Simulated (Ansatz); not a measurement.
**Phonons of La3PbC (Pm-3m) against volume**

Does La3PbC (Pm-3m) expand much on heating, by its phonons?

Program: Ansatz 0.2.0. Level of theory: DFT PBEsol, scalar-relativistic, plane waves, PAW; PAW set soft_1. Results are calculated unless marked as measured.

### 1. Set-up

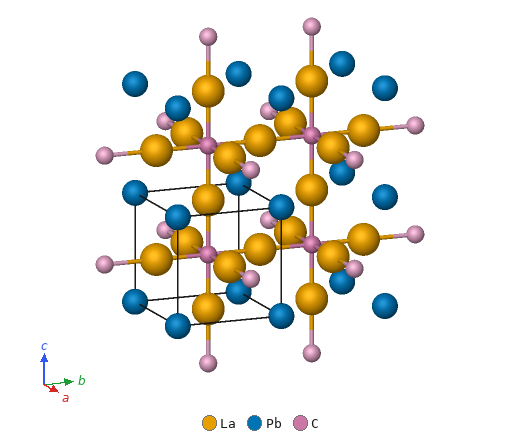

The starting structure, seen slightly off an axis (lanthanum orange, lead blue, carbon pink). 1×2×2 cells are drawn. Some periodic images of atoms are drawn too.

### 2. The dispersion

The cell comes from relaxations at this level that are not shown. Stability and thermal properties need the whole zone. Linear response on a 2×2×2 q mesh gives force constants as far as a supercell of that size would.

Input file input.yaml:

```yaml
crystal:
  lattice:
    - [5.1678566755, 0.0, 0.0]
    - [0.0, 5.1678566755, 0.0]
    - [0.0, 0.0, 5.1678566755]
  atoms:
    - { symbol: La, position: [0.5, 0.0, 0.5] }
    - { symbol: La, position: [0.0, 0.5, 0.5] }
    - { symbol: La, position: [0.5, 0.5, 0.0] }
    - { symbol: Pb, position: [0.0, 0.0, 0.0] }
    - { symbol: C, position: [0.5, 0.5, 0.5] }
kpoints:
  mp_grid: { grid: [8, 8, 8] }
hamiltonian:
  xc: pbesol
  pseudopotentials: { kind: paw, azcp: { folder: soft_1 }, xc_functional: pbe }
scf:
  occupations: { method: methfessel_paxton, width: 0.2 }
output:
  eigenvalues: true
phonons:
  method: dfpt
  qmesh: [2, 2, 2]
  temperatures: { t_max: 1000, t_step: 50 }
  qpath:
    path:
      - [[0.0, 0.0, 0.0], [0.0, 0.5, 0.0], [0.5, 0.5, 0.0], [0.0, 0.0, 0.0], [0.5, 0.5, 0.5], [0.0, 0.5, 0.0]]
      - [[0.5, 0.5, 0.5], [0.5, 0.5, 0.0]]
    npoints: 10
```

Started as:

```sh
ansatz run input.yaml --threads 4 --pin off --max-ram 10240MiB --backend cpu --events-out ev --progress --plain --runs-dir out
```

Numbers of over 12 decimals in the logs are rounded to 6 here.

Output:

```text
Engine: ansatz 0.2.0, aarch64-unknown-linux-gnu
Pseudopotentials: kind: paw
Pseudopotential: La, paw, valence charge 11, recommended cutoff 420 eV (normal), soft_1/La.paw.azcp
Pseudopotential: Pb, paw, valence charge 14, recommended cutoff 420 eV (normal), soft_1/Pb.paw.azcp
Pseudopotential: C, paw, valence charge 4, recommended cutoff 420 eV (normal), soft_1/C.paw.azcp
Functional definition: PBEsol
  exchange = pbesol_x
  correlation = pbesol_c
Crystal: 5 atoms, lattice volume = 138.017 Å³
Basis set: ecut = 420 eV, 2721 PW (Γ), exchange–correlation on 72×72×72 points (8 copies of the dense FFT grid, shifted against one another)
Bands: 31, of which v1, the nominal top of the filled ones, is band 26 counted from 1 (25 counted from 0)
Symmetry: 48 space group operations
k-points: 35 of 512
Non-local potential: La, projectors of the file, l = 0: 3, l = 1: 2, l = 2: 2, l = 3: 3
Non-local potential: Pb, projectors of the file, l = 0: 2, l = 1: 2, l = 2: 2, l = 3: 1
Non-local potential: C, projectors of the file, l = 0: 2, l = 1: 2, l = 2: 1
PAW form: soft (Blöchl's): semilocal exchange-correlation on the pseudo side does not see the compensation charge
PAW frozen core: La, regenerated for the run's functional, and the local potential with it (the file was generated under x = pbe(κ = 0.804, μ = 0.219515), c = pbe(β = 0.066725))
PAW frozen core: Pb, regenerated for the run's functional, and the local potential with it (the file was generated under x = pbe(κ = 0.804, μ = 0.219515), c = pbe(β = 0.066725))
PAW frozen core: C, regenerated for the run's functional, and the local potential with it (the file was generated under x = pbe(κ = 0.804, μ = 0.219515), c = pbe(β = 0.066725))
PAW one-centre angular grid: La, 590 points (default); XC on 64 Gauss nodes
PAW one-centre angular grid: Pb, 590 points (default); XC on 64 Gauss nodes
PAW one-centre angular grid: C, 110 points (default); XC on 64 Gauss nodes
Initial density: superposition of atomic densities (chi_scale 0.1, normalization cell, long waves kept (reshape's long-wave potential 0.00 eV rms))
Initial wavefunctions: pseudopotential atomic-orbital guess
Functional: x = pbesol(κ = 0.804, μ = 0.123457), c = pbesol(β = 0.046)
SCF iter   1: F=—  HF=-30496.807617 eV  |F-HF|=—  |Δ(HF+E_count)|=         —  Δρ=7.01e-2  dr2=2.67e1  ethr=3.10e-3  ⟨swp⟩=5.7  Hψ=10780  notcnv=0
automatic band count: the SCF goes on with 36 bands, as 31 were too few: they end inside the smearing window of the response
preconditioner: auto → Kerker (q_TF=auto, 2.311 Å⁻¹)  [metal: Δε(μ)=0.073 eV  Ē_g=11.616 eV  σ=0.200 eV  W_gap=0.30  n_scr=26 (ndim 8)  ℏωp=21.2 eV  f_vac=0.000  D(μ)=2.49/eV (n_scr^D=18)]
SCF iter   2: F=—  HF=-30491.979530 eV  |F-HF|=—  |Δ(HF+E_count)|=    4.83e0  S|Δr|=    0.00e0  Δρ=3.12e-2  dr2=5.90e0  ethr=3.10e-3  ⟨swp⟩=4.6  Hψ=2963  notcnv=0  defer=80
SCF iter   3: F=—  HF=-30490.616811 eV  |F-HF|=—  |Δ(HF+E_count)|=    1.36e0  S|Δr|=    0.00e0  Δρ=1.20e-2  dr2=8.18e-1  ethr=3.10e-3  ⟨swp⟩=4.6  Hψ=2769  notcnv=0  defer=94
SCF iter   4: F=—  HF=-30490.408789 eV  |F-HF|=—  |Δ(HF+E_count)|=   2.08e-1  S|Δr|=    0.00e0  Δρ=4.45e-3  dr2=3.63e-2  ethr=1.60e-3  ⟨swp⟩=3.1  Hψ=2167  notcnv=0  defer=99
SCF iter   5: F=—  HF=-30490.403055 eV  |F-HF|=—  |Δ(HF+E_count)|=   5.73e-3  S|Δr|=    0.00e0  Δρ=1.66e-3  dr2=8.66e-3  ethr=7.11e-5  ⟨swp⟩=2.1  Hψ=1452  notcnv=0  defer=99
SCF iter   6: F=—  HF=-30490.401320 eV  |F-HF|=—  |Δ(HF+E_count)|=   1.74e-3  S|Δr|=    0.00e0  Δρ=5.86e-4  dr2=6.44e-4  ethr=1.70e-5  ⟨swp⟩=2.3  Hψ=1638  notcnv=0  defer=99
SCF iter   7: F=—  HF=-30490.401195 eV  |F-HF|=—  |Δ(HF+E_count)|=   1.24e-4  S|Δr|=    0.00e0  Δρ=1.83e-4  dr2=7.32e-5  ethr=1.26e-6  ⟨swp⟩=2.0  Hψ=1623  notcnv=0  defer=99
SCF iter   8: F=—  HF=-30490.401182 eV  |F-HF|=—  |Δ(HF+E_count)|=   1.31e-5  S|Δr|=    0.00e0  Δρ=4.27e-5  dr2=4.39e-6  ethr=1.44e-7  ⟨swp⟩=2.0  Hψ=1794  notcnv=0  defer=99
SCF iter   9: F=—  HF=-30490.401181 eV  |F-HF|=—  |Δ(HF+E_count)|=   1.04e-6  S|Δr|=    0.00e0  Δρ=7.52e-6  dr2=1.42e-7  ethr=8.62e-9  ⟨swp⟩=2.2  Hψ=1857  notcnv=0  defer=99
SCF iter  10: F=—  HF=-30490.401181 eV  |F-HF|=—  |Δ(HF+E_count)|=   7.38e-9  S|Δr|=    0.00e0  Δρ=2.09e-6  dr2=9.17e-9  ethr=2.78e-10  ⟨swp⟩=2.2  Hψ=1627  notcnv=0  defer=99
SCF iter  11: F=—  HF=-30490.401181 eV  |F-HF|=—  |Δ(HF+E_count)|=  9.13e-10  S|Δr|=    0.00e0  Δρ=4.43e-7  dr2=3.96e-10  ethr=1.80e-11  ⟨swp⟩=2.1  Hψ=1625  notcnv=0  defer=99
SCF iter  12: F=-30490.401181 eV  HF=-30490.401181 eV  |F-HF|=2.55e-11  |Δ(HF+E_count)|=  2.55e-11  S|Δr|=    0.00e0  Δρ=5.34e-8  dr2=3.98e-12  ethr=1.00e-12  ⟨swp⟩=22.9  Hψ=12344  notcnv=0
SCF 1 converged in 12 iterations: F = -30490.401181 eV  dr2 = 3.98e-12
  greatest PAW one-centre occupation: 0.976 electrons in one spin orbital (limit 2), on the Pb atom at site 3 (counted from 0), in its partial waves of l = 2
phonons: the bands overlap, so this run is a metal and interpolates without the dipole-dipole term. If the crystal is really an insulator or semiconductor, its LO-TO splitting is missing
NSCF: frozen V_eff on 35 k-points
NSCF: frozen V_eff on 125 k-points
DFPT response loops at q = (0, 0, 0) (fractional): preconditioner auto → Kerker (q_TF=auto, 2.311 Å⁻¹) (partly filled bands, converged f_vac=0.000); β = 1.00, the filter's whole step (`scf.mixing.beta` (0.50) is not read by the response loops under this deck's `scf.mixing.preconditioner`; to damp them name `kerker` or `kerker_dos`, under which they read `scf.mixing.beta`, and type it under 1.00, their step now; both keys bind the ground state too); Broyden in place of MSR1
NSCF: frozen V_eff on 250 k-points
DFPT response loops at q = (0, 0, -0.5) (fractional): mixed as the last ones told, above
NSCF: frozen V_eff on 250 k-points
DFPT response loops at q = (0, -0.5, -0.5) (fractional): mixed as the last ones told, above
NSCF: frozen V_eff on 250 k-points
DFPT response loops at q = (-0.5, -0.5, -0.5) (fractional): mixed as the last ones told, above
SCF converged after 12 iterations
Stability not checked: this state was not tested for a lower state beside it, because cold or Methfessel-Paxton smearing, or corrected tetrahedra, fill the levels in a way that the test cannot read (fill_not_monotonic; see scf.lower_state_search)
Free energy (F): -30490.401181 eV
Harris-Foulkes:  -30490.401181 eV  (|F-HF|=2.55e-11)
Internal energy: -30490.405592 eV  (E = F + TS)
E sigma→0 (E₀):  -30490.402284 eV
Entropy (-TS):   0.004411 eV (0.882 meV/atom)
Fermi energy:    11.638616 eV
--- Per-component energies (eV) ---
  E_band       = -106.991107
  E_kinetic    = 939.746237
  E_local      = -1996.370020  (includes V_loc(G=0)·N_el)
  E_nonlocal   = 600.318543
  E_hartree    = 744.623012
  E_xc         = -675.551816
  E_vxc        = -629.308989  (∫ρ·V_xc dr)
  E_paw        = -26331.343710  (= ΣΔE_a)
  E_vpaw       = -510.622902  (= ΣTr[D̂ρ^β])
  E_aug_tail   = 0.000001  (compensation charges beyond the density's cutoff)
  E_ewald      = -3772.418219
  E_core_change = 0.590379  (= ΣΔE_core)
  E_smearing   = 0.004411  (= −TS)
  E_closure    = 0.000000  (closes the sum)
  Σ components = -30490.401181   (vs F -30490.401181, Δ=0.00e0)
--- Band table (eV; the first three rows and the last of 35) ---
  k-point 0: bands = [... 22 lower, 10.9008, 10.9008, 11.6252, 11.6252, 11.6252, 11.6865, 11.6865, 11.6865, ... 6 higher]
  k-point 1: bands = [... 22 lower, 10.8402, 10.9379, 11.2651, 11.5391, 11.5391, 11.5883, 11.9005, 11.9005, ... 6 higher]
  k-point 2: bands = [... 22 lower, 10.5887, 11.0369, 11.2448, 11.3632, 11.3632, 11.8507, 12.3736, 12.3736, ... 6 higher]
  k-point 34: bands = [... 22 lower, 11.0395, 11.0395, 11.0395, 12.7165, 12.7165, 12.7165, 13.0663, 13.0663, ... 6 higher]
--- Phonons (Γ-DFPT): 4 representative perturbations + reference (Σ response iterations 13) ---
  ASR residual: 3.794e-5 → 0.000e0 eV/Å²; symmetrization residual: 2.713e-6 eV/Å²
  ASR residual per site (eV/Å²): 2.20e-5 2.20e-5 2.20e-5 3.79e-5 1.82e-5
  Γ frequencies (cm⁻¹): 0.00 0.00 0.00 68.28 68.28 68.28 76.88 76.88 76.88 135.06 135.06 135.06 239.45 239.45 239.45
--- Phonons (arbitrary-q DFPT): 4 irreducible q on the 2×2×2 mesh ---
  q = [0.0000, 0.0000, 0.0000] (star 1, of the zone-centre solve; hermiticity 7.85e-7, symmetrization 2.28e-12): -0.00 -0.00 0.00 68.28 68.28 68.28 76.88 76.88 76.88 135.06 135.06 135.06 239.45 239.45 239.45
  q = [0.0000, 0.0000, -0.5000] (star 3, 9 solved perturbations in 975 linear systems a pass and spin channel, the states on 125 of 512 k-point pairs; hermiticity 2.29e-7, symmetrization 6.82e-9): 51.66 51.66 53.77 53.77 57.75 67.72 78.26 78.26 85.07 116.30 116.30 134.61 186.06 186.06 391.68
  q = [0.0000, -0.5000, -0.5000] (star 3, 9 solved perturbations in 975 linear systems a pass and spin channel, the states on 125 of 512 k-point pairs; hermiticity 2.66e-7, symmetrization 1.51e-8): 34.42 58.09 58.09 63.94 68.12 68.12 79.54 81.08 81.08 109.42 117.08 158.34 239.75 378.14 378.14
  q = [-0.5000, -0.5000, -0.5000] (star 1, 4 solved perturbations in 350 linear systems a pass and spin channel, the states on 125 of 512 k-point pairs; hermiticity 5.10e-8, symmetrization 5.90e-10): 40.68 40.68 40.68 61.94 61.94 61.94 95.79 95.79 95.79 123.56 123.56 185.54 378.20 378.20 378.20
  sum rule: each row above includes the acoustic sum rule's correction from the zone centre's row sums; it moved no ω² by more than (0.64 cm⁻¹)²
  mesh force constants: q→R imaginary residual 3.06e-18; ASR residual 3.794e-5 → 0.000e0 eV/Å²; symmetrization residual 3.553e-15 eV/Å²
  interpolated dispersion: 62 rows × 15 modes
  density of states and harmonic sums: on the 12×12×12 q-mesh, interpolated from the force constants of a 2×2×2 supercell (no non-analytic term)
  largest difference from the sums on the solved wave vectors: F 7.92e-2 eV, S 1.11e-4 and C_V 3.22e-5 eV/K
  zero-point energy: 0.116663 eV/cell   skipped modes (ω ≤ 0): 3   left out of the sums: 1.16e-4 of the cell's modes: C_V's classical limit lies that fraction below 3 k_B per atom; for a crystal, a wire or a layer, F and S can be off by more, and a phonons.interpolated_qmesh denser along its periods is the remedy for the sampling
```

Run time: 8 min. Hardware: 4 threads of Arm Neoverse V1, shared host; peak memory 2 GiB.

Numbers from this step:

* volume per atom: 27.60 Å³
* gap on the k-mesh: 0 eV
* sum-rule residual before enforcement: 3.79e-5 eV/Å²
* lowest frequency on the path: 0 cm⁻¹
* point group: m-3m
* highest frequency on the path or at a solved wavevector: 391.7 cm⁻¹
* mean frequency: 125.5 cm⁻¹
* Debye temperature (second moment): 295 K
* logarithmic mean frequency: 98.9 cm⁻¹
* highest optical mode at the zone centre (no LO-TO term): 239.4 cm⁻¹
* lowest optical zone-centre mode: 68.28 cm⁻¹
* lowest mode on the q mesh (acoustic modes at Γ apart): 34.42 cm⁻¹
* zero-point energy per atom: 23.33 meV
* heat capacity at 300 K: 23.84 J/(mol atoms K)
* vibrational entropy at 300 K: 44.13 J/(mol atoms K)

Frequencies (cm⁻¹) solved at each irreducible wavevector; negative means imaginary. Frequencies by wavevector, by row:

| q in reciprocal lattice units | star | mode 1 | mode 2 | mode 3 | mode 4 | mode 13 | mode 14 | mode 15 |
| --- | --- | --- | --- | --- | --- | --- | --- | --- |
| 0 0 0 | 1 | 0 | 0 | 0 | 68.3 | 239.4 | 239.4 | 239.4 |
| 0 0 -0.5 | 3 | 51.7 | 51.7 | 53.8 | 53.8 | 186.1 | 186.1 | 391.7 |
| 0 -0.5 -0.5 | 3 | 34.4 | 58.1 | 58.1 | 63.9 | 239.8 | 378.1 | 378.1 |
| -0.5 -0.5 -0.5 | 1 | 40.7 | 40.7 | 40.7 | 61.9 | 378.2 | 378.2 | 378.2 |

Symmetry leaves 4 wavevectors to solve. The lowest mode among them, the acoustic zeros apart, lies at q = (0, -0.5, -0.5) and is real, 34.4 cm⁻¹.

### 3. Relaxing at another volume, volume ratio 0.97

The volume is scaled by 0.97 and held; symmetry leaves nothing to relax, so this is a single point. The modes can then be followed against volume.

input.yaml, the sections that differ from step 2:

```yaml
crystal:
  lattice:
    - [5.1156525338, 0.0, 0.0]
    - [0.0, 5.1156525338, 0.0]
    - [0.0, 0.0, 5.1156525338]
  atoms:
    - { symbol: La, position: [0.5, 0.0, 0.5] }
    - { symbol: La, position: [0.0, 0.5, 0.5] }
    - { symbol: La, position: [0.5, 0.5, 0.0] }
    - { symbol: Pb, position: [0.0, 0.0, 0.0] }
    - { symbol: C, position: [0.5, 0.5, 0.5] }
output:
  forces: true
  stress: true
  eigenvalues: true
# kpoints, hamiltonian, scf: as in step 2
# phonons: removed
```

Output:

```text
[...]
Crystal: 5 atoms, lattice volume = 133.876 Å³
Basis set: ecut = 420 eV, 2601 PW (Γ), exchange–correlation on 72×72×72 points (8 copies of the dense FFT grid, shifted against one another)
Bands: 31, of which v1, the nominal top of the filled ones, is band 26 counted from 1 (25 counted from 0)
Symmetry: 48 space group operations
[...]
k-points: 35 of 512
[...]
k-point 0: bands = [... 22 lower, 11.2681, 11.2681, 12.0883, 12.0883, 12.0883, 12.1213, 12.1213, 12.1213, ... 1 higher]
  k-point 1: bands = [... 22 lower, 11.2301, 11.3056, 11.7043, 12.0131, 12.0131, 12.0390, 12.3144, 12.3144, ... 1 higher]
  k-point 2: bands = [... 22 lower, 10.9732, 11.4059, 11.6499, 11.8278, 11.8278, 12.2968, 12.7944, 12.7944, ... 1 higher]
  k-point 34: bands = [... 22 lower, 11.4938, 11.4938, 11.4938, 13.1672, 13.1672, 13.1672, 13.5111, 13.5111, ... 1 higher]
[key lines of the parts left out:]
SCF converged after 10 iterations
Free energy (F): -30490.375122 eV
Fermi energy:    12.052239 eV
P = ⅓ Tr σ = 2.0674 GPa (20.674 kbar)
```

Run time: 4.4 s. Hardware: 4 threads; peak memory 0.53 GiB; 17 s of CPU time.

Numbers from this step:

```
pressure        : 2.067 GPa
volume per atom : 26.78 Å³
```

The run ends at a pressure of 2.07 GPa.

### 4. Phonons at the other volume, volume ratio 0.97

The phonons are repeated at this volume on the same k and q meshes.

input.yaml, as its differences from that of step 3:

```diff
@@ -19,4 +19,11 @@
 output:
-  forces: true
-  stress: true
   eigenvalues: true
+phonons:
+  method: dfpt
+  qmesh: [2, 2, 2]
+  temperatures: { t_max: 1000, t_step: 50 }
+  qpath:
+    path:
+      - [[0.0, 0.0, 0.0], [0.0, 0.5, 0.0], [0.5, 0.5, 0.0], [0.0, 0.0, 0.0], [0.5, 0.5, 0.5], [0.0, 0.5, 0.0]]
+      - [[0.5, 0.5, 0.5], [0.5, 0.5, 0.0]]
+    npoints: 10
```

Output:

```text
[...]
Crystal: 5 atoms, lattice volume = 133.876 Å³
Basis set: ecut = 420 eV, 2601 PW (Γ), exchange–correlation on 72×72×72 points (8 copies of the dense FFT grid, shifted against one another)
Bands: 31, of which v1, the nominal top of the filled ones, is band 26 counted from 1 (25 counted from 0)
Symmetry: 48 space group operations
k-points: 35 of 512
[...]
SCF iter   1: F=—  HF=-30496.997354 eV  |F-HF|=—  |Δ(HF+E_count)|=         —  Δρ=7.31e-2  dr2=2.75e1  ethr=3.10e-3  ⟨swp⟩=5.6  Hψ=5154  notcnv=0
[...]
SCF iter  12: F=-30490.375122 eV  HF=-30490.375122 eV  |F-HF|=7.28e-12  |Δ(HF+E_count)|=  3.64e-11  S|Δr|=    0.00e0  Δρ=5.80e-8  dr2=4.14e-12  ethr=1.00e-12  ⟨swp⟩=12.6  Hψ=8700  notcnv=0
[...]
SCF 1 converged in 12 iterations: F = -30490.375122 eV  dr2 = 4.14e-12
[...]
NSCF: frozen V_eff on 35 k-points
WARN: eigensolver did not converge in 2 slots of this pass, the one above among them; of largest residual over every band (k=21): 1 band(s) unlocked (lowest unlocked band 30, counted from 0; max residual 1.41e-4 eV among the unlocked bands, 1.41e-4 eV over every band); of lowest unlocked band (k=21): band 30
[...]
SCF converged after 12 iterations
[...]
Free energy (F): -30490.375122 eV
[...]
Internal energy: -30490.379351 eV  (E = F + TS)
E sigma→0 (E₀):  -30490.376179 eV
Entropy (-TS):   0.004229 eV (0.846 meV/atom)
Fermi energy:    12.052239 eV
[...]
--- Band table (eV; the first three rows and the last of 35) ---
  k-point 0: bands = [... 22 lower, 11.2681, 11.2681, 12.0884, 12.0884, 12.0884, 12.1212, 12.1212, 12.1212, ... 1 higher]
  k-point 1: bands = [... 22 lower, 11.2301, 11.3056, 11.7044, 12.0131, 12.0131, 12.0390, 12.3144, 12.3144, ... 1 higher]
  k-point 2: bands = [... 22 lower, 10.9732, 11.4059, 11.6499, 11.8278, 11.8278, 12.2968, 12.7944, 12.7944, ... 1 higher]
  k-point 34: bands = [... 22 lower, 11.4938, 11.4938, 11.4938, 13.1672, 13.1672, 13.1672, 13.5111, 13.5111, ... 1 higher]
[...]
ASR residual: 4.397e-5 → 0.000e0 eV/Å²; symmetrization residual: 1.030e-6 eV/Å²
  ASR residual per site (eV/Å²): 1.40e-5 1.40e-5 1.40e-5 4.40e-5 1.08e-5
[...]
--- Phonons (arbitrary-q DFPT): 4 irreducible q on the 2×2×2 mesh ---
[...]
interpolated dispersion: 62 rows × 15 modes
[...]
```

Wall time 8.1 min (4 threads); peak memory 1.9 GiB; 32 min of CPU time.

This step gave:

- sum-rule residual before enforcement: 4.40e-5 eV/Å²
- highest frequency on the path or at a solved wavevector: 403.5 cm⁻¹
- mean frequency: 129.2 cm⁻¹
- Debye temperature (second moment): 304 K
- logarithmic mean frequency: 101.3 cm⁻¹
- highest optical mode at the zone centre (no LO-TO term): 245.2 cm⁻¹
- lowest optical zone-centre mode: 72.64 cm⁻¹
- lowest mode on the q mesh (acoustic modes at Γ apart): 35.43 cm⁻¹
- zero-point energy per atom: 24.02 meV
- heat capacity at 300 K: 23.78 J/(mol atoms K)
- vibrational entropy at 300 K: 43.56 J/(mol atoms K)

Frequencies (cm⁻¹) solved at each irreducible wavevector; negative means imaginary. Frequencies by wavevector, by row:

| q in reciprocal lattice units | star | mode 1 | mode 2 | mode 3 | mode 4 | mode 13 | mode 14 | mode 15 |
| --- | --- | --- | --- | --- | --- | --- | --- | --- |
| 0 0 0 | 1 | 0 | 0 | 0 | 72.6 | 245.2 | 245.2 | 245.2 |
| 0 0 -0.5 | 3 | 51.6 | 51.6 | 54.4 | 54.4 | 194.3 | 194.3 | 403.5 |
| 0 -0.5 -0.5 | 3 | 35.4 | 59.1 | 59.1 | 67.8 | 256.8 | 392.4 | 392.4 |
| -0.5 -0.5 -0.5 | 1 | 41.2 | 41.2 | 41.2 | 63 | 392.6 | 392.6 | 392.6 |

The highest optical mode at the zone centre (no LO-TO term) is 245.2 cm⁻¹, +5.8 cm⁻¹ against the base run.

### 5. Relaxing at another volume, volume ratio 1.03

The volume is scaled by 1.03 and held; symmetry leaves nothing to relax, so this is a single point. The modes can then be followed against volume.

input.yaml, the sections that differ from step 4:

```yaml
crystal:
  lattice:
    - [5.2190269011, 0.0, 0.0]
    - [0.0, 5.2190269011, 0.0]
    - [0.0, 0.0, 5.2190269011]
  atoms:
    - { symbol: La, position: [0.5, 0.0, 0.5] }
    - { symbol: La, position: [0.0, 0.5, 0.5] }
    - { symbol: La, position: [0.5, 0.5, 0.0] }
    - { symbol: Pb, position: [0.0, 0.0, 0.0] }
    - { symbol: C, position: [0.5, 0.5, 0.5] }
output:
  forces: true
  stress: true
  eigenvalues: true
# kpoints, hamiltonian, scf: as in step 4
# phonons: removed
```

Output:

```text
[...]
Crystal: 5 atoms, lattice volume = 142.157 Å³
Basis set: ecut = 420 eV, 2801 PW (Γ), exchange–correlation on 72×72×72 points (8 copies of the dense FFT grid, shifted against one another)
Bands: 31, of which v1, the nominal top of the filled ones, is band 26 counted from 1 (25 counted from 0)
Symmetry: 48 space group operations
[...]
k-points: 35 of 512
[...]
k-point 0: bands = [... 22 lower, 10.5529, 10.5529, 11.1742, 11.1742, 11.1742, 11.2891, 11.2891, 11.2891, ... 1 higher]
  k-point 1: bands = [... 22 lower, 10.4724, 10.5894, 10.8475, 11.0916, 11.0916, 11.1640, 11.5084, 11.5084, ... 1 higher]
  k-point 2: bands = [... 22 lower, 10.2259, 10.6870, 10.8629, 10.9246, 10.9246, 11.4291, 11.9739, 11.9739, ... 1 higher]
  k-point 34: bands = [... 22 lower, 10.6133, 10.6133, 10.6133, 12.2906, 12.2906, 12.2906, 12.6450, 12.6450, ... 1 higher]
[key lines of the parts left out:]
SCF converged after 10 iterations
Free energy (F): -30490.377226 eV
Fermi energy:    11.250720 eV
P = ⅓ Tr σ = -1.8086 GPa (-18.086 kbar)
```

Elapsed: 3.8 s, on 4 threads; peak memory 0.54 GiB.

Numbers from this step:

- pressure: -1.809 GPa
- volume per atom: 28.43 Å³

The run ends at a pressure of -1.81 GPa.

(Continued in part 2 of 2.)

[Logs are printed without paths, hosts, clocks, repeated set-up lines and the standing remarks that a program may print on its own settings, such as how far it seeks lower states.]

[Hosts, paths, dates, database ids (printed as entryN), source tags and the programs' standing remarks are cut or masked in the printed files.]
